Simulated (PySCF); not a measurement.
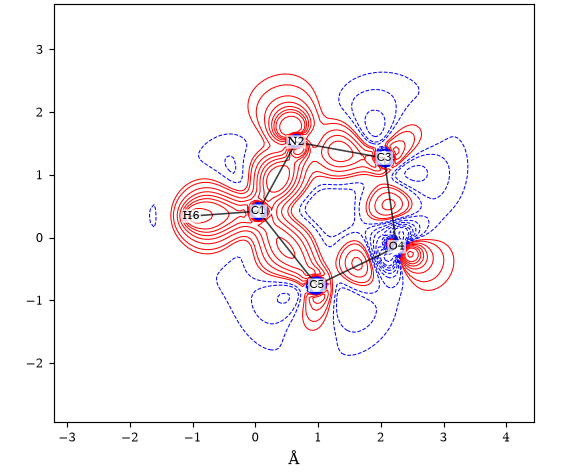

Figure. C3H5NO, SMILES `C1=NCOC1`. Deformation density (molecule less spherical, spin-averaged free atoms) in the plane of C1, N2, C3, O4, C5 and H6; contours at ±0.05 to ±0.8 e/Å³; solid red lines: gain, dashed blue lines: loss.

Level of theory: B3LYP/def2-SVPD (PySCF), at a geometry from GFN2-xTB. No frequency check shows the geometry to be a minimum.

Cartesian coordinates (Å):

```
C1       0.6620    0.9812    0.0000
N2      -0.5901    1.0959    0.0002
C3      -1.1601   -0.2119   -0.0004
O4      -0.0975   -1.1665    0.0003
C5       1.1208   -0.4511   -0.0003
H6       1.3252    1.8274    0.0000
H7      -1.7879   -0.3443    0.8912
H8      -1.7879   -0.3443   -0.8913
H9       1.7125   -0.6936    0.8930
H10      1.7125   -0.6936   -0.8930
```

**Describe the bonding that the map shows.**

C1–H6: +0.77 e/Å³ at the bond critical point (bond length 1.07 Å). C1–N2: +0.66 e/Å³ at the bond critical point (bond length 1.26 Å). C1–C5: +0.53 e/Å³ at the bond critical point (bond length 1.50 Å). N2–C3: +0.45 e/Å³ at the bond critical point (bond length 1.43 Å). C3–O4: +0.15 e/Å³ at the bond critical point (bond length 1.43 Å). O4–C5: +0.14 e/Å³ at the bond critical point (bond length 1.41 Å). In all, 2.4 electrons gather in the regions of gain relative to the promolecule. A small or negative value marks a very polar bond, one between electron-rich atoms, whose free-atom densities already overlap strongly, a long bond to a heavier atom, or a closed-shell contact such as a hydrogen bond.

**Where do the Hirshfeld charges lie?**

The highest Hirshfeld charge is on H6 (+0.06 e), the lowest on O4 (−0.18 e).
